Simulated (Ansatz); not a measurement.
A series of calculations on Si2NH5O2

Part 1: Relaxation

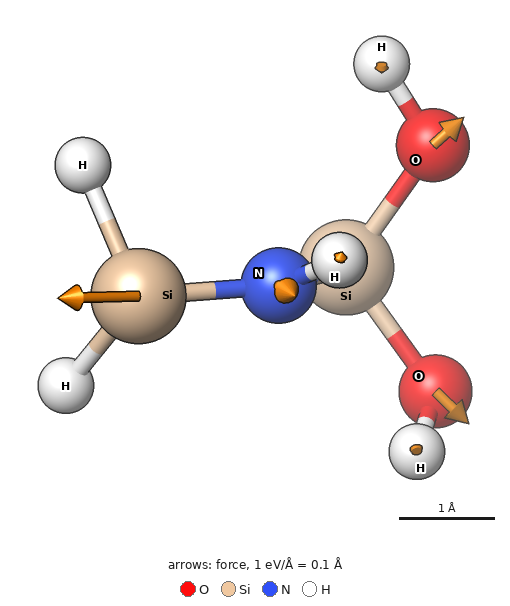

Starting geometry of Si₂NH₅O₂ with the computed forces as orange arrows. The picture is a ball-and-stick view, seen at a tilt.

The run prepares an end point of a later path (inversion) calculation, from a guessed geometry.

Computed with RKS r2SCAN-D4/STO-3G in Ansatz 0.2.0. Set-up: no spin polarisation; force threshold 0.015 eV/Å; at most 40 steps.

Q: What follows when this structure is relaxed?

A: It isn't relaxed: the largest force vector, on a Si atom, is 9.82 eV/Å. The final displacements have little in common with the starting forces (cosine between the two patterns 0.07). The atom that moves furthest after the best rigid fit is an H atom (1.81 Å). Largest moves by element: H 1.81 Å, O 0.91 Å, N 0.70 Å, Si 0.45 Å. Among the contacts that change: Si–Si 2.866 → 3.256 Å, N–Si 1.576 → 1.787 Å, N–Si 1.542 → 1.748 Å, O–Si 1.610 → 1.718 Å. Bond angles that change, for instance: O–Si–N 96.8° → 109.3°, O–Si–O 108.7° → 96.8°, N–Si–H 113.3° → 103.3°. Groups turn about N–Si by about 95°, O–Si by about 55°, N–Si by about 45°. After 16 geometry steps the energy has fallen by 3.982 eV. Largest force component: 9.1 eV/Å at the start, 0.0075 eV/Å at the end. The run took 2 min on 1 thread of Arm Neoverse V1, on a shared host, peak memory 0.14 GiB.

Limits of the set-up: STO-3G is a minimal basis, so the numbers are rough.

Part 2: Relaxation

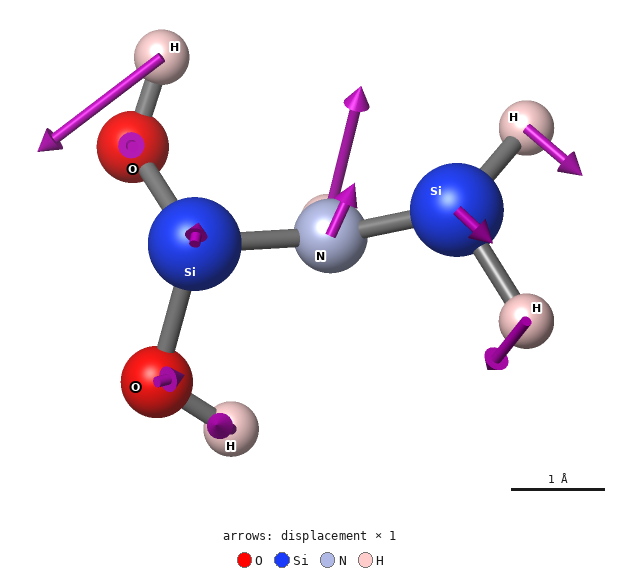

A relaxation of Si2NH5O2. The starting structure is drawn; purple arrows show the displacements, at their true length. The two geometries are superimposed by the best rigid fit.

A ball-and-stick model, seen at a tilt.

The run prepares an end point of a later path (inversion) calculation, from a guessed geometry.

Theory: RKS r2SCAN-D4/STO-3G (Ansatz 0.2.0). Set-up: no spin polarisation; force threshold 0.015 eV/Å; at most 40 steps.

Q: Describe the change and its energy.

A: The largest move after the best rigid fit is that of an H atom, 1.79 Å. By element the largest moves are H 1.79 Å, N 0.64 Å, Si 0.54 Å, O 0.44 Å. Among the contacts that change: Si–Si 2.866 → 3.214 Å, N–Si 1.542 → 1.756 Å, N–Si 1.576 → 1.784 Å, O–Si 1.610 → 1.736 Å. Among the angles between lasting bonds that change: N–Si–H 113.3° → 100.9°, Si–O–H 114.2° → 103.8°, Si–O–H 111.3° → 104.2°. Groups turn about O–Si by about 105°, O–Si by about 80°, N–Si by about 75°. Over 31 accepted moves (36 points after the start) the energy falls by 366.4 kJ/mol. Largest force component: 9.5 eV/Å at the start, 0.013 eV/Å at the end. The line search rejected the trial steps at points 13, 16, 18, 25, 28 of the run. The run took 4.1 min on 1 thread of Arm Neoverse V1, on a shared host, peak memory 0.14 GiB.

Limits of the set-up: STO-3G is a minimal basis, so the numbers are rough.

Part 3: Path

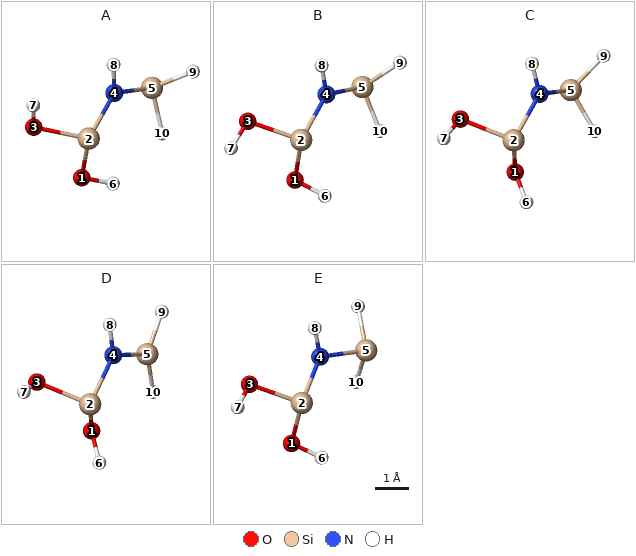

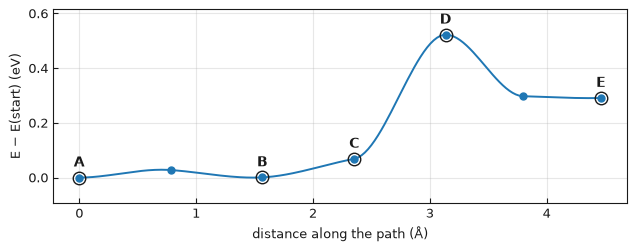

A nudged-elastic-band calculation for Si2NH5O2. Images are numbered from 0 (start) to 6 (end). Frames A to E are images 0, 2, 3, 4, 6. Style: ball-and-stick. Shown at a tilt.

All numbers below come from Ansatz, RKS r2SCAN-D4/STO-3G. Set-up: 5 movable images; climbing image; force threshold 0.05 eV/Å; iteration limit 60; starting path by image-dependent pair potential.

Q: What happens along the path, and what is the barrier?

A: The path has more than one stage, and so few images may leave a stage unresolved. No bond forms or breaks between the ends. Bond angles that change up to the highest image, for instance: N4–Si5–H10 103.3° → 121.6°, O1–Si2–N4 105.5° → 87.2°. Forward barrier 0.52 eV, backward barrier 0.23 eV, with image 4 at the top; the reaction energy is +0.29 eV. The profile has 2 maxima (images 1, 4) with a dip at image 2 (0.00 eV), so the process runs in steps. The band converged in 12 iterations. The largest component of the band force went from 2 to 0.049 eV/Å. The climbing image converged on the top of the path. Its vibrational analysis gives one imaginary mode (515i cm⁻¹), as a transition state must have.

Limits of the set-up: STO-3G is a minimal basis, so the numbers are rough.

Cost: 5.1 min on 1 thread of Arm Neoverse V1, with other jobs on the host, peak memory 0.12 GiB.
